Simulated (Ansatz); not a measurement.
# H4Si: molecular dynamics

Aim: follow the molecule's vibrations and see whether its bonds hold. The start is relaxed first. Runs: 300 steps of 1 fs at constant energy, with velocities drawn for 2000 K. SMILES of the start: [SiH4].

Method: RKS CAM-B3LYP-D4/def2-SVP, in Ansatz 0.2.0.

### Step 1. The structure to begin with

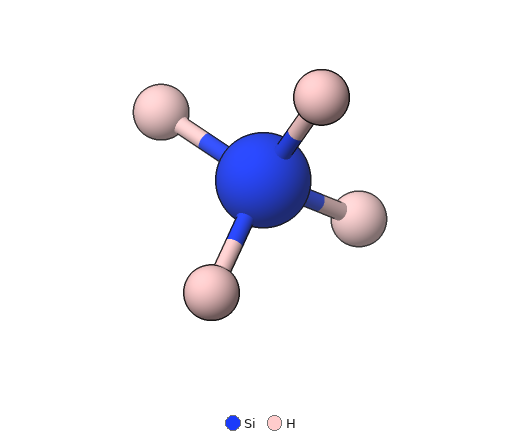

The starting structure, seen from a free direction (silicon blue, hydrogen pink).

Structure file:

```xyz
5

Si    0.0000    0.0000    0.0000
H     0.0000    0.0000    1.4600
H     1.3768    0.0000   -0.4862
H    -0.6877    1.1914   -0.4862
H    -0.6877   -1.1914   -0.4862
```

### Step 2. Relaxing the start

Input file input.yaml:

```yaml
crystal:
  periodic: [false, false, false]
  atoms:
    - { symbol: Si, position_ang: [0.0, 0.0, 0.0] }
    - { symbol: H, position_ang: [0.0, 0.0, 1.46] }
    - { symbol: H, position_ang: [1.3768, 0.0, -0.4862] }
    - { symbol: H, position_ang: [-0.6877, 1.1914, -0.4862] }
    - { symbol: H, position_ang: [-0.6877, -1.1914, -0.4862] }
basis:
  gaussian: { orbitals: def2-SVP }
hamiltonian:
  xc: cam_b3lyp
  dispersion: d4
relax:
  f_tol: 0.02
  max_steps: 40
output:
  orbitals: {}
```

On the command line:

```sh
ansatz run input.yaml --threads 1 --pin off --max-ram 2048MiB --backend cpu --events-out ev --progress --plain --runs-dir out
```

Standard output (excerpt; [...] marks lines left out):

```text
Warning: RAYON_NUM_THREADS=1 ignored (pool sized by the plan → 1); use --threads N
[...]
Functional definition: CAM-B3LYP
[...]
389 factors; integrals over basis functions are off by at most 6.8e-4 eV
174 factors; integrals over basis functions are off by at most 1.3e-6 eV
[...]
mean field -7939.81094296 eV, -291.7826703566 hartree, gradient 3.7e-5 eV, S^2 0.000000; 0 other end points of the search recorded, 0 dependent functions left out
[...]
reference -7939.81103898 eV, -291.7826738854 hartree; 9, 9 occupied and 29, 29 virtual orbitals, 389 factors
relax step   1: F+E_penalty+E_count = -7939.84506883 eV  Δ(F+E_penalty+E_count) = +0.000e0 eV  max|allowed force component| = 5.535e-1 eV/Å  Δτ_max = 0.0000 Å  (19 SCF iters, accepted)
[...]
relax step   2: F+E_penalty+E_count = -7939.87387231 eV  Δ(F+E_penalty+E_count) = -2.880e-2 eV  max|allowed force component| = 1.378e-1 eV/Å  Δτ_max = 0.0208 Å  (19 SCF iters, accepted)
[...]
relax step   3: F+E_penalty+E_count = -7939.87592204 eV  Δ(F+E_penalty+E_count) = -2.050e-3 eV  max|allowed force component| = 2.130e-3 eV/Å  Δτ_max = 0.0073 Å  (20 SCF iters, accepted)
389 factors; integrals over basis functions are off by at most 7.6e-4 eV
174 factors; integrals over basis functions are off by at most 1.4e-6 eV
[...]
mean field -7939.84174685 eV, -291.7838023788 hartree, gradient 1.1e-5 eV, S^2 0.000000; 1 other end points of the search recorded, 0 dependent functions left out
[...]
reference -7939.84184363 eV, -291.7838059354 hartree; 9, 9 occupied and 29, 29 virtual orbitals, 389 factors
Total energy: -7939.87601882 eV, -291.7850618504 hartree
Atom 0 at     0.000283     0.000000     0.000268 Å, force     0.000231     0.000000     0.000223 eV/Å
Atom 1 at     0.000095    -0.000000     1.487665 Å, force     0.000032    -0.000000     0.002130 eV/Å
Atom 2 at     1.402689     0.000000    -0.495348 Å, force     0.001810     0.000000    -0.000700 eV/Å
Atom 3 at    -0.700834     1.214445    -0.495592 Å, force    -0.001036     0.001894    -0.000827 eV/Å
Atom 4 at    -0.700834    -1.214445    -0.495592 Å, force    -0.001036    -0.001894    -0.000827 eV/Å
Dipole moment:     0.000003    -0.000000    -0.000014 e Å
```

Wall time 2.4 s (1 thread of Arm Neoverse V2, shared host); peak memory 0.089 GiB.

Step by step:

| step | energy from step 1 (eV) | largest force component (eV/Å) |
| --- | --- | --- |
| 1 | 0.0000 | 0.5535 |
| 2 | -0.0288 | 0.1378 |
| 3 | -0.0309 | 0.0021 |

Step 1 is the start.

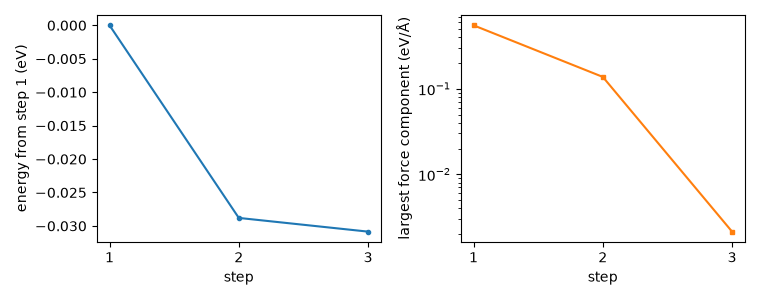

Energy and largest force along the relaxation.

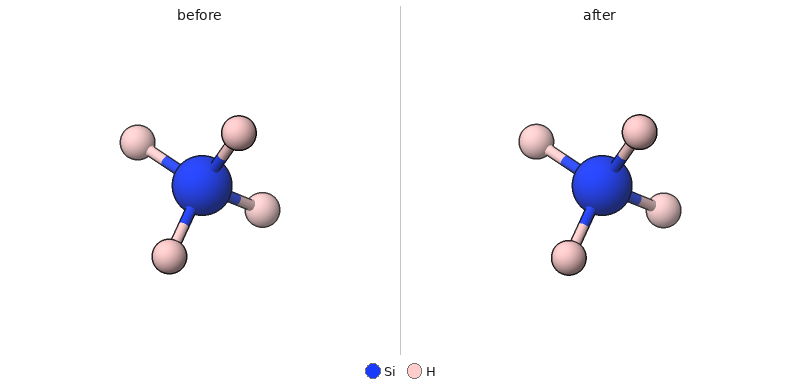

The structure before (left) and after (right), drawn at the same scale.

After: Bond lengths: Si1–H2 1.487 Å, Si1–H3 1.487 Å, Si1–H4 1.487 Å, Si1–H5 1.487 Å. Angles: H2–Si1–H3 109.5°, H2–Si1–H4 109.5°, H2–Si1–H5 109.5°, H3–Si1–H4 109.5°, H3–Si1–H5 109.5°, H4–Si1–H5 109.5°.

### Step 3. The run

300 steps of 1 fs at constant energy, with velocities drawn for 2000 K, from the relaxed start.

Input file input.yaml:

```yaml
crystal:
  periodic: [false, false, false]
  atoms:
    - { symbol: Si, position_ang: [0.000283, 0.0, 0.000268] }
    - { symbol: H, position_ang: [9.5e-05, 0.0, 1.487665] }
    - { symbol: H, position_ang: [1.402689, 0.0, -0.495348] }
    - { symbol: H, position_ang: [-0.700834, 1.214445, -0.495592] }
    - { symbol: H, position_ang: [-0.700834, -1.214445, -0.495592] }
basis:
  gaussian: { orbitals: def2-SVP }
hamiltonian:
  xc: cam_b3lyp
  dispersion: d4
md:
  timestep: 1.0
  n_steps: 300
  ensemble: nve
  temperature: 2000.0
  initial_velocities: maxwell_boltzmann
  seed: 855320
```

On the command line:

```sh
ansatz run input.yaml --threads 1 --pin off --max-ram 2048MiB --backend cpu --events-out ev --progress --plain --runs-dir out
```

Standard output (excerpt; [...] marks lines left out):

```text
Warning: RAYON_NUM_THREADS=1 ignored (pool sized by the plan → 1); use --threads N
[...]
Functional definition: CAM-B3LYP
[...]
395 factors; integrals over basis functions are off by at most 1.6e-4 eV
174 factors; integrals over basis functions are off by at most 1.4e-6 eV
[...]
mean field -7939.84174722 eV, -291.7838023921 hartree, gradient 3.4e-5 eV, S^2 0.000000; 0 other end points of the search recorded, 0 dependent functions left out
[...]
reference -7939.84184400 eV, -291.7838059488 hartree; 9, 9 occupied and 29, 29 virtual orbitals, 395 factors
md step     0: t =     0.00 fs  T =  2000.0 K  F+E_penalty+E_count = -7939.87592240 eV  E_kin = 0.775560 eV  conserved = -7939.10036241 eV  (19 SCF iters)
[...]
md step    17: t =    17.00 fs  T =  1283.1 K  F+E_penalty+E_count = -7939.58723229 eV  E_kin = 0.497553 eV  conserved = -7939.08967969 eV  (19 SCF iters, 3 dispersion substeps)
[...]
md step    34: t =    34.00 fs  T =   625.3 K  F+E_penalty+E_count = -7939.32120979 eV  E_kin = 0.242482 eV  conserved = -7939.07872735 eV  (19 SCF iters, 3 dispersion substeps)
[...]
md step    51: t =    51.00 fs  T =  1085.8 K  F+E_penalty+E_count = -7939.51239764 eV  E_kin = 0.421071 eV  conserved = -7939.09132712 eV  (19 SCF iters, 3 dispersion substeps)
[...]
md step    68: t =    68.00 fs  T =  1188.9 K  F+E_penalty+E_count = -7939.55023711 eV  E_kin = 0.461022 eV  conserved = -7939.08921493 eV  (18 SCF iters, 3 dispersion substeps)
md step    69: t =    69.00 fs  T =  1101.7 K  F+E_penalty+E_count = -7939.51466152 eV  E_kin = 0.427231 eV  conserved = -7939.08743032 eV  (19 SCF iters, 3 dispersion substeps)
md step    70: t =    70.00 fs  T =   975.2 K  F+E_penalty+E_count = -7939.46401607 eV  E_kin = 0.378161 eV  conserved = -7939.08585519 eV  (19 SCF iters, 3 dispersion substeps)
```

### Step 4. More of the same log: dynamics from the start

The log, continued (excerpt; [...] marks lines left out):

```text
md step    71: t =    71.00 fs  T =   889.7 K  F+E_penalty+E_count = -7939.42809838 eV  E_kin = 0.345000 eV  conserved = -7939.08309817 eV  (19 SCF iters, 3 dispersion substeps)
[...]
md step    93: t =    93.00 fs  T =   846.1 K  F+E_penalty+E_count = -7939.41041839 eV  E_kin = 0.328116 eV  conserved = -7939.08230211 eV  (19 SCF iters, 3 dispersion substeps)
[...]
md step   115: t =   115.00 fs  T =   909.8 K  F+E_penalty+E_count = -7939.44089715 eV  E_kin = 0.352791 eV  conserved = -7939.08810602 eV  (19 SCF iters, 3 dispersion substeps)
[...]
md step   137: t =   137.00 fs  T =  1076.6 K  F+E_penalty+E_count = -7939.50944749 eV  E_kin = 0.417487 eV  conserved = -7939.09196076 eV  (19 SCF iters, 3 dispersion substeps)
[...]
md step   159: t =   159.00 fs  T =   995.9 K  F+E_penalty+E_count = -7939.47480743 eV  E_kin = 0.386203 eV  conserved = -7939.08860437 eV  (19 SCF iters, 3 dispersion substeps)
md step   160: t =   160.00 fs  T =   864.2 K  F+E_penalty+E_count = -7939.42336255 eV  E_kin = 0.335101 eV  conserved = -7939.08826146 eV  (19 SCF iters, 3 dispersion substeps)
md step   161: t =   161.00 fs  T =   689.5 K  F+E_penalty+E_count = -7939.35240774 eV  E_kin = 0.267386 eV  conserved = -7939.08502161 eV  (19 SCF iters, 3 dispersion substeps)
```

### Step 5. The log goes on: dynamics from the start

The log, continued (excerpt; [...] marks lines left out):

```text
md step   162: t =   162.00 fs  T =   605.6 K  F+E_penalty+E_count = -7939.31545054 eV  E_kin = 0.234853 eV  conserved = -7939.08059733 eV  (19 SCF iters, 3 dispersion substeps)
[...]
md step   181: t =   181.00 fs  T =  1500.8 K  F+E_penalty+E_count = -7939.67814646 eV  E_kin = 0.581982 eV  conserved = -7939.09616397 eV  (19 SCF iters, 3 dispersion substeps)
[...]
md step   200: t =   200.00 fs  T =   620.3 K  F+E_penalty+E_count = -7939.32055129 eV  E_kin = 0.240558 eV  conserved = -7939.07999281 eV  (19 SCF iters, 5 dispersion substeps)
[...]
md step   219: t =   219.00 fs  T =  1458.7 K  F+E_penalty+E_count = -7939.65717868 eV  E_kin = 0.565660 eV  conserved = -7939.09151900 eV  (19 SCF iters, 5 dispersion substeps)
[...]
md step   299: t =   299.00 fs  T =   900.3 K  F+E_penalty+E_count = -7939.43637834 eV  E_kin = 0.349116 eV  conserved = -7939.08726191 eV  (19 SCF iters, 3 dispersion substeps)
[...]
md step   300: t =   300.00 fs  T =  1125.1 K  F+E_penalty+E_count = -7939.52715322 eV  E_kin = 0.436305 eV  conserved = -7939.09084808 eV  (19 SCF iters, 3 dispersion substeps)
Total energy: -7939.52725018 eV, -291.7722448394 hartree
Atom 0 at     0.011469     0.014905     0.009867 Å, force    -0.663378    -2.113426    -2.484500 eV/Å
Atom 1 at    -0.170665    -0.019611     1.416127 Å, force     0.441583     0.577560     1.500854 eV/Å
Atom 2 at     1.371886    -0.099811    -0.688435 Å, force    -0.496171     0.201526     0.830804 eV/Å
Atom 3 at    -0.773679     1.052433    -0.702651 Å, force     0.040391     0.249316     0.217624 eV/Å
Atom 4 at    -0.738093    -1.348284    -0.291360 Å, force     0.677574     1.085023    -0.064782 eV/Å
Dipole moment:     0.081280     0.109109     0.073123 e Å
```

Run time: 2.7 min. Hardware: 1 thread of Arm Neoverse V2, shared host; peak memory 0.079 GiB.

### Step 6. The trajectory

The trajectory, every 12 steps (energies from step 0):

| time (fs) | T (K) | potential energy change (meV/atom) | total energy change (meV/atom) |
| --- | --- | --- | --- |
| 0.0 | 2000 | 0.0 | 0.00 |
| 12.0 | 244 | 141.0 | 4.84 |
| 24.0 | 1153 | 67.6 | 1.89 |
| 36.0 | 1387 | 48.9 | 1.40 |
| 48.0 | 402 | 128.3 | 4.34 |
| 60.0 | 1458 | 42.8 | 0.79 |
| 72.0 | 952 | 85.1 | 3.83 |
| 84.0 | 902 | 87.7 | 2.53 |
| 96.0 | 1054 | 75.1 | 1.75 |
| 108.0 | 775 | 98.9 | 3.91 |
| 120.0 | 1261 | 58.5 | 1.15 |
| 132.0 | 764 | 99.7 | 3.81 |
| 144.0 | 1163 | 67.3 | 2.42 |
| 156.0 | 805 | 95.0 | 2.25 |
| 168.0 | 1098 | 72.7 | 2.74 |
| 180.0 | 1338 | 52.7 | 1.38 |
| 192.0 | 409 | 127.5 | 4.06 |
| 204.0 | 1575 | 34.5 | 1.59 |
| 216.0 | 771 | 97.8 | 2.46 |
| 228.0 | 711 | 102.8 | 2.86 |
| 240.0 | 1669 | 27.3 | 1.55 |
| 252.0 | 394 | 129.0 | 4.49 |
| 264.0 | 1153 | 67.3 | 1.57 |
| 276.0 | 1012 | 79.8 | 3.12 |
| 288.0 | 833 | 93.0 | 2.43 |
| 300.0 | 1125 | 69.8 | 1.90 |

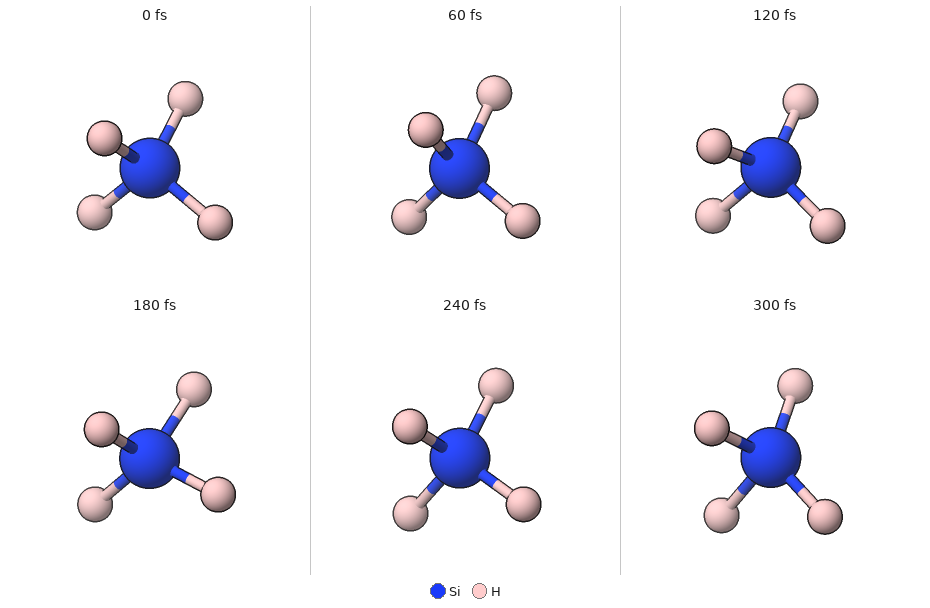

The system at six times, viewed from a chosen angle. Sticks join atoms within a bonding distance in each frame.

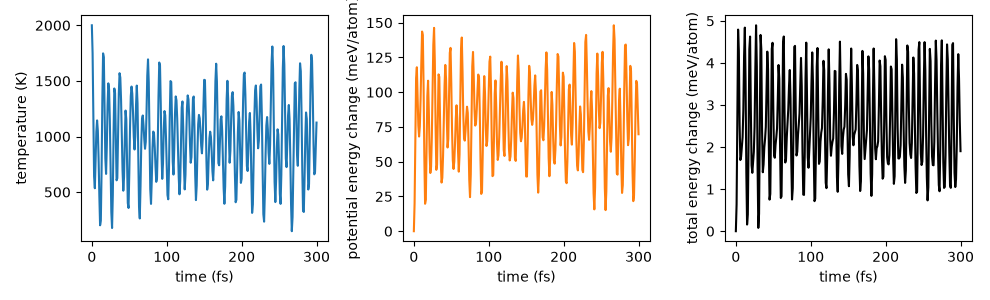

Time series of the run, each on its own scale.

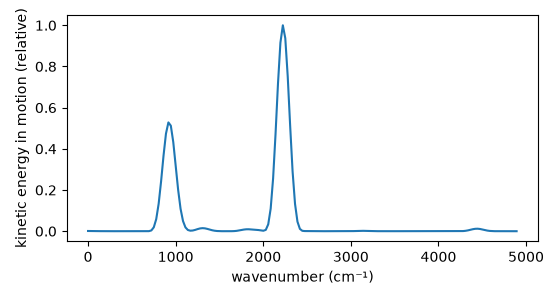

Power spectrum of the mass-weighted velocities; a run of 300 fs resolves no finer than about 220 cm⁻¹.

Maxima of the velocity power spectrum (cm⁻¹, relative height; resolution about 220 cm⁻¹): 920 (53), 2220 (100).

### Step 7. Positions and forces

Positions (Å) and forces (eV/Å):

```xyz
5
time_fs=38.0 T=1530 dE=0.1921
Si    0.004    0.000    0.001   -1.356   -0.119   -0.094
H     0.035    0.015    1.546   -0.177   -0.093   -0.961
H     1.417   -0.040   -0.454   -0.039    0.095   -0.131
H    -0.774    1.264   -0.523    0.799   -0.980    0.462
H    -0.773   -1.250   -0.596    0.773    1.097    0.723
5
time_fs=75.0 T=1694 dE=0.1226
Si    0.001    0.005    0.003    0.410   -1.108   -0.964
H     0.054    0.053    1.447   -0.192   -0.079    0.829
H     1.450   -0.103   -0.440   -0.550    0.345   -0.086
H    -0.810    1.102   -0.512    0.075    0.728   -0.213
H    -0.718   -1.198   -0.566    0.257    0.113    0.434
5
time_fs=112.0 T=1360 dE=0.2563
Si    0.005    0.000    0.000   -1.429    1.013    0.370
H     0.059    0.090    1.552   -0.264   -0.151   -1.082
H     1.412   -0.097   -0.423    0.193    0.284   -0.316
H    -0.893    1.214   -0.586    1.350   -1.130    0.669
H    -0.720   -1.195   -0.541    0.150   -0.016    0.359
5
time_fs=150.0 T=1510 dE=0.1969
Si    0.004    0.010    0.006    0.498   -1.958   -1.514
H     0.018    0.092    1.437   -0.053    0.052    1.080
H     1.451   -0.147   -0.498   -0.826    0.465    0.189
H    -0.836    1.027   -0.580   -0.061    1.025   -0.321
H    -0.724   -1.244   -0.515    0.441    0.415    0.566
5
time_fs=188.0 T=1399 dE=0.2430
Si    0.012    0.009    0.001   -2.660   -0.609    0.755
H    -0.060    0.075    1.575    0.238    0.137   -1.409
H     1.340   -0.127   -0.530    0.965    0.251   -0.243
H    -0.875    1.101   -0.664    0.935   -0.496    0.564
H    -0.734   -1.291   -0.404    0.521    0.716    0.334
5
time_fs=225.0 T=1452 dE=0.2203
Si    0.007    0.013    0.009    0.015   -2.219   -2.060
H    -0.092    0.060    1.431    0.268    0.352    1.212
H     1.412   -0.126   -0.626   -0.783    0.335    0.677
H    -0.794    1.026   -0.668   -0.080    0.662   -0.097
H    -0.726   -1.318   -0.373    0.581    0.870    0.268
5
time_fs=262.0 T=1189 dE=0.3232
Si    0.013    0.006    0.003   -2.384    0.793    0.767
H    -0.148    0.031    1.567    0.586    0.449   -1.279
H     1.300   -0.095   -0.617    1.179    0.132   -0.055
H    -0.824    1.135   -0.739    0.865   -0.882    0.901
H    -0.683   -1.250   -0.274   -0.245   -0.493   -0.334
5
time_fs=300.0 T=1125 dE=0.3488
Si    0.011    0.015    0.010   -0.663   -2.113   -2.485
H    -0.171   -0.020    1.416    0.442    0.578    1.501
H     1.372   -0.100   -0.688   -0.496    0.202    0.831
H    -0.774    1.052   -0.703    0.040    0.249    0.218
H    -0.738   -1.348   -0.291    0.678    1.085   -0.065
```

### Step 8. Outcome

| quantity | value |
| --- | --- |
| relaxation of the start | 2 moves, 0.031 eV lower |
| length | 300 steps of 1 fs |
| temperature, first and last step | 2000 and 1125 K |
| temperature, second half | mean 993 K, from 148 to 1814 K |
| potential energy, second half | +81 meV/atom from the start |
| largest change of the total energy | 4.90 meV/atom |
| bonds formed or broken | 0 |

**Reading.** The temperature starts at 2000 K and averages 993 K in the second half, where it ranges from 148 to 1814 K; a mean near half the start is what vibrations about a minimum give, since they share energy equally between motion and strain. The total energy strays from its start by at most 4.90 meV/atom, 6.4 % of the mean kinetic energy, which is poor: the step of 1 fs is too long for the fastest motion. The bonds all hold. Averages from a run of 300 fs with 5 atoms are rough. The nuclei move classically, without zero-point motion, which matters most for hydrogen.
